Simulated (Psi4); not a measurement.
**C$_{2}$H$_{2}$AlF: single-point calculation**

The run: single-point calculation of C$_{2}$H$_{2}$AlF, SMILES C#[C][AlH][F]. Method and program: HF/aug-cc-pVDZ, RHF (Psi4 1.11).

A bond length was changed on purpose from its optimised value.

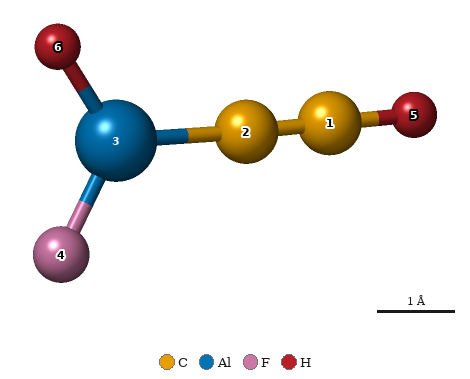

*The structure (ball-and-stick view, seen at a tilt; atoms are numbered from 1 in the order of the input). Sticks mark near contacts.*

Bond lengths as drawn: Al–C 1.89 Å, Al–F 1.65 Å, Al–H 1.57 Å, C–C 1.21 Å and C–H 1.23 Å.

### The input (calc.in)
```
memory 1600 MB

molecule system {
  0 1
  C      1.518654    -0.261268    -0.719659
  C      0.433654    -0.088068    -0.213159
  Al    -1.243446     0.233232     0.605441
  F     -2.450846    -0.847868     0.321241
  H      2.617000    -0.441700    -1.236000
  H     -1.549146     1.459232     1.532641
  units angstrom
  symmetry c1
}

set globals {
  basis aug-cc-pVDZ
  reference rhf
  puream true
  e_convergence 1e-09
  d_convergence 1e-08
  scf_type pk
}

energy_value, wavefunction = energy('scf', return_wfn=True)
oeprop(wavefunction, 'WIBERG_LOWDIN_INDICES', 'QUADRUPOLE', 'DIPOLE')
```

Hardware: 1 thread of Intel Xeon (Sapphire Rapids), 64 GiB of memory available, shared host.

Launch command:
```bash
psi4 calc.in calc.out -n 1
```

### Output
```
Psi4 1.11 release

   => Loading Basis Set <=

    Name: AUG-CC-PVDZ
    Role: ORBITAL
    Keyword: BASIS

         ---------------------------------------------------------
                                   SCF
                              RHF Reference
                        1 Threads,   1525 MiB Core
         ---------------------------------------------------------

  ==> Geometry <==

    Molecular point group: c1
    Full point group: C1

    Geometry (in Angstrom), charge = 0, multiplicity = 1:

       Center              X                  Y                   Z               Mass
    ------------   -----------------  -----------------  -----------------  -----------------
         C            2.291039353152    -0.080955325837    -0.880001343790    12.000000000000
         C            1.206039353152     0.092244674163    -0.373501343790    12.000000000000
         AL          -0.471060646848     0.413544674163     0.445098656210    26.981538530000
         F           -1.678460646848    -0.667555325837     0.160898656210    18.998403162730
         H            3.389385353152    -0.261387325837    -1.396342343790     1.007825032230
         H           -0.776760646848     1.639544674163     1.372298656210     1.007825032230

  Running in c1 symmetry.

  Rotational constants: A =      0.78996  B =      0.10064  C =      0.08927 [cm^-1]
  Rotational constants: A =  23682.43021  B =   3017.12961  C =   2676.18501 [MHz]
  Nuclear repulsion =  119.182833413198836

  Charge       = 0
  Multiplicity = 1
  Electrons    = 36
  Nalpha       = 18
  Nbeta        = 18

  ==> Algorithm <==

  SCF Algorithm Type is PK.
  DIIS enabled.
  MOM disabled.
  Fractional occupation disabled.
  Guess Type is SAD.
  Energy threshold   = 1.00e-09
  Density threshold  = 1.00e-08
  Integral threshold = 1.00e-12

  ==> Primary Basis <==

  Basis Set: AUG-CC-PVDZ
    Blend: AUG-CC-PVDZ
    Number of shells: 48
    Number of basis functions: 114
    Number of Cartesian functions: 122
    Spherical Harmonics?: true
    Max angular momentum: 2

  ==> Integral Setup <==

  Using in-core PK algorithm.
   Calculation information:
      Number of atoms:                   6
      Number of AO shells:              48
      Number of primitives:            142
      Number of atomic orbitals:       122
      Number of basis functions:       114

      Integral cutoff                 1.00e-12
      Number of threads:                 1

  Performing in-core PK
  Using 42974580 doubles for integral storage.
  We computed 666352 shell quartets total.
  Whereas there are 692076 unique shell quartets.

  ==> DiskJK: Disk-Based J/K Matrices <==

    J tasked:                  Yes
    K tasked:                  Yes
    wK tasked:                  No
    Memory [MiB]:             1144
    Schwarz Cutoff:          1E-12

  Minimum eigenvalue in the overlap matrix is 1.2507986921E-05.
  Reciprocal condition number of the overlap matrix is 1.7282119438E-06.
    Using symmetric orthogonalization.

  ==> Pre-Iterations <==

  SCF Guess: Superposition of Atomic Densities via on-the-fly atomic UHF (no occupation information).

   -------------------------
    Irrep   Nso     Nmo
   -------------------------
     A        114     114
   -------------------------
    Total     114     114
   -------------------------

  ==> Iterations <==

                        Total Energy        Delta E     RMS |[F,P]|

   @RHF iter SAD:  -416.70576604958899   -4.16706e+02   0.00000e+00
   @RHF iter   1:  -418.17127341382371   -1.46551e+00   4.36396e-03 ADIIS/DIIS
   @RHF iter   2:  -418.24968638194736   -7.84130e-02   2.71081e-03 ADIIS/DIIS
   @RHF iter   3:  -418.28548519709432   -3.57988e-02   2.74690e-04 ADIIS/DIIS
   @RHF iter   4:  -418.28606577633121   -5.80579e-04   1.05400e-04 ADIIS/DIIS
   @RHF iter   5:  -418.28616059167547   -9.48153e-05   2.76093e-05 DIIS
   @RHF iter   6:  -418.28616750459452   -6.91292e-06   8.93872e-06 DIIS
   @RHF iter   7:  -418.28616966823938   -2.16364e-06   3.74504e-06 DIIS
   @RHF iter   8:  -418.28617042624728   -7.58008e-07   1.54625e-06 DIIS
   @RHF iter   9:  -418.28617057510093   -1.48854e-07   3.45299e-07 DIIS
   @RHF iter  10:  -418.28617057891927   -3.81834e-09   6.66920e-08 DIIS
   @RHF iter  11:  -418.28617057901647   -9.72022e-11   1.25621e-08 DIIS
   @RHF iter  12:  -418.28617057901977   -3.29692e-12   3.45407e-09 DIIS
  Energy and wave function converged.

  ==> Post-Iterations <==

    Orbital Energies [Eh]
    ---------------------

    Doubly Occupied:

       1A    -58.520093     2A    -26.267507     3A    -11.274161
       4A    -11.226923     5A     -4.932225     6A     -3.248186
       7A     -3.246584     8A     -3.245079     9A     -1.545953
      10A     -1.028297    11A     -0.708456    12A     -0.677608
      13A     -0.628430    14A     -0.622364    15A     -0.587823
      16A     -0.478258    17A     -0.413473    18A     -0.411011

    Virtual:

      19A      0.024799    20A      0.032452    21A      0.035035
      22A      0.039875    23A      0.049008    24A      0.058075
      25A      0.092077    26A      0.101628    27A      0.121237
      28A      0.122803    29A      0.134073    30A      0.144096
      31A      0.152161    32A      0.159869    33A      0.172281
      34A      0.173947    35A      0.179955    36A      0.181955
      37A      0.184995    38A      0.216143    39A      0.277687
      40A      0.283312    41A      0.299664    42A      0.301112
      43A      0.320911    44A      0.334708    45A      0.344509
      46A      0.366821    47A      0.386355    48A      0.387348
      49A      0.410202    50A      0.439532    51A      0.451901
      52A      0.452582    53A      0.459693    54A      0.474665
      55A      0.479237    56A      0.513198    57A      0.537466
      58A      0.541602    59A      0.554192    60A      0.597991
      61A      0.611621    62A      0.631289    63A      0.672776
      64A      0.700778    65A      0.718102    66A      0.747636
      67A      0.783276    68A      0.794778    69A      0.795954
      70A      0.858817    71A      0.877520    72A      0.904064
      73A      0.933834    74A      0.947347    75A      0.989440
      76A      1.024813    77A      1.231992    78A      1.273582
      79A      1.278493    80A      1.312131    81A      1.335928
      82A      1.445256    83A      1.454610    84A      1.552857
      85A      1.556376    86A      1.590433    87A      1.595991
      88A      1.637278    89A      1.684704    90A      1.700217
      91A      1.729329    92A      1.788575    93A      1.836423
      94A      1.888891    95A      1.904940    96A      1.919145
      97A      1.926610    98A      1.939215    99A      1.978033
     100A      2.103445   101A      2.221904   102A      2.243203
     103A      2.304835   104A      2.446981   105A      2.522241
     106A      2.539220   107A      2.853835   108A      3.010759
     109A      3.652362   110A      4.926870   111A      4.953041
     112A      5.013043   113A      5.077483   114A      5.107971

    Final Occupation by Irrep:
              A
    DOCC [    18 ]
    NA   [    18 ]
    NB   [    18 ]

  @RHF Final Energy:  -418.28617057901977

   => Energetics <=

    Nuclear Repulsion Energy =            119.1828334131988356
    One-Electron Energy =                -816.8131466054093153
    Two-Electron Energy =                 279.3441426131906837
    Total Energy =                       -418.2861705790197675

Computation Completed

Properties will be evaluated at   0.000000,   0.000000,   0.000000 [a0]

Properties computed using the SCF density matrix

 Multipole Moments:

 ------------------------------------------------------------------------------------
     Multipole            Electronic (a.u.)      Nuclear  (a.u.)        Total (a.u.)
 ------------------------------------------------------------------------------------

 L = 1.  Multiply by 2.5417464519 to convert [e a0] to [Debye]
 Dipole X            :         -3.6927680            4.4695098            0.7767418
 Dipole Y            :         -1.2027979            1.5381922            0.3353943
 Dipole Z            :          0.5294992           -0.5871178           -0.0576186
 Magnitude           :                                                    0.8480195

 ------------------------------------------------------------------------------------

	total time  =          8 seconds =       0.13 minutes

Properties will be evaluated at   0.000000,   0.000000,   0.000000 [a0]
OEProp: No title given, name of density matrix used for the following properties is 'SCF density'

 Multipole Moments:

 ------------------------------------------------------------------------------------
     Multipole            Electronic (a.u.)      Nuclear  (a.u.)        Total (a.u.)
 ------------------------------------------------------------------------------------

 L = 1.  Multiply by 2.5417464519 to convert [e a0] to [Debye]
 Dipole X            :         -3.6927680            4.4695098            0.7767418
 Dipole Y            :         -1.2027979            1.5381922            0.3353943
 Dipole Z            :          0.5294992           -0.5871178           -0.0576186
 Magnitude           :                                                    0.8480195

 L = 2.  Multiply by 1.3450342976 to convert [e a0^2] to [Debye ang]
 Quadrupole XX       :       -307.7999509          287.6542380          -20.1457129
 Quadrupole XY       :        -20.2440233           17.6657902           -2.5782331
 Quadrupole XZ       :         90.2889624          -91.9705913           -1.6816290
 Quadrupole YY       :        -56.0291871           32.4278674          -23.6013197
 Quadrupole YZ       :        -16.6541840           15.2193869           -1.4347971
 Quadrupole ZZ       :        -63.7002176           43.2987012          -20.4015163
 Traceless XX        :       -165.2901657          166.5273025            1.2371367
 Traceless YY        :         86.4805981          -88.6990681           -2.2184700
 Traceless ZZ        :         78.8095676          -77.8282343            0.9813333

 ------------------------------------------------------------------------------------

  Wiberg Bond Indices using Orthogonal Lowdin Orbitals:

  Irrep: 1 Size: 6 x 6

                 1                   2                   3                   4                   5

    1     0.00000000000000     3.08769088181865     0.41651774294782     0.01971846690248     0.96911146633223
    2     3.08769088181865     0.00000000000000     1.14371243166958     0.11319593571427     0.32323310970869
    3     0.41651774294782     1.14371243166958     0.00000000000000     1.31465742241054     0.03542414484908
    4     0.01971846690248     0.11319593571427     1.31465742241054     0.00000000000000     0.00114905153486
    5     0.96911146633223     0.32323310970869     0.03542414484908     0.00114905153486     0.00000000000000
    6     0.01959894161164     0.13666778045118     0.93621332675947     0.08920327729759     0.00137275144381

                 6

    1     0.01959894161164
    2     0.13666778045118
    3     0.93621332675947
    4     0.08920327729759
    5     0.00137275144381
    6     0.00000000000000

  Atomic Valences:

 #  #
 Irrep: 1
      1:    4.512637499612813
      2:    4.804500139362372
      3:    3.846525068636482
      4:    1.537924153859741
      5:    1.330290523868671
      6:    1.183056077563686

    Psi4 run time: 0:00:08.95
```

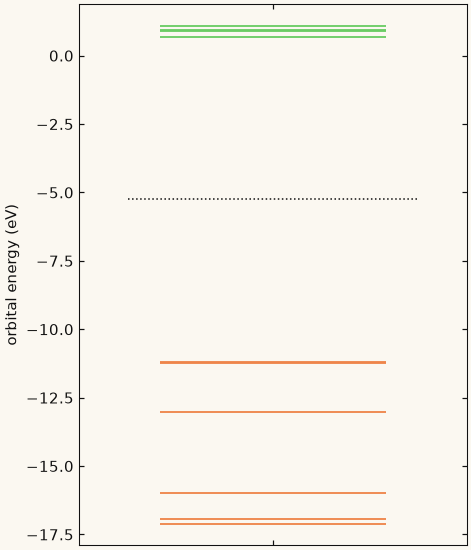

*Orbital energies near the frontier; the dotted line parts filled from empty levels, and levels within 0.02 eV of each other stand side by side.*

Highest filled −11.18 eV, lowest empty 0.67 eV, 11.85 eV apart.

### Key numbers

```csv
quantity,value
outcome,converged
total energy,−418.286171 hartree
basis functions,114
HOMO,−11.18 eV
LUMO,0.67 eV
dipole moment,2.16 D
wall time,10 s
peak memory,0.58 GiB
```
